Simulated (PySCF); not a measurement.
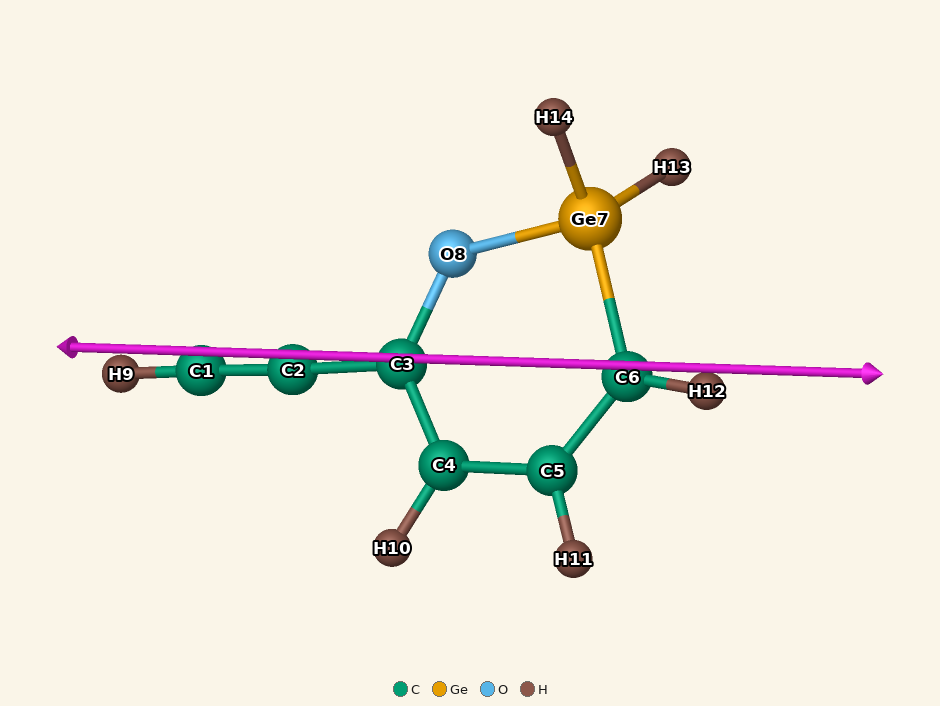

The double arrow shows the direction of the transition dipole to excited singlet state 1 (its length means nothing). The geometry was computed by an optimisation with GFN2-xTB. No frequency run is at hand to confirm it as a minimum. Method: TDDFT PBE0/def2-SVPD, vertical, gas phase, core orbitals frozen in the response (PySCF 2.14.0).

Question. How is the transition polarised?

Answer. Nearly parallel to the C4–C5 bond.

Question. Give its energy, strength and character.

Answer. 3.97 eV (312 nm), oscillator strength 0.28, mainly HOMO → LUMO (weight 0.97); transition dipole 4.29 D.

The geometry is semi-empirical. Around Ge such bond lengths and angles can be off by a tenth of an ångström or more and by several degrees, and values that hang on the shape move with them.
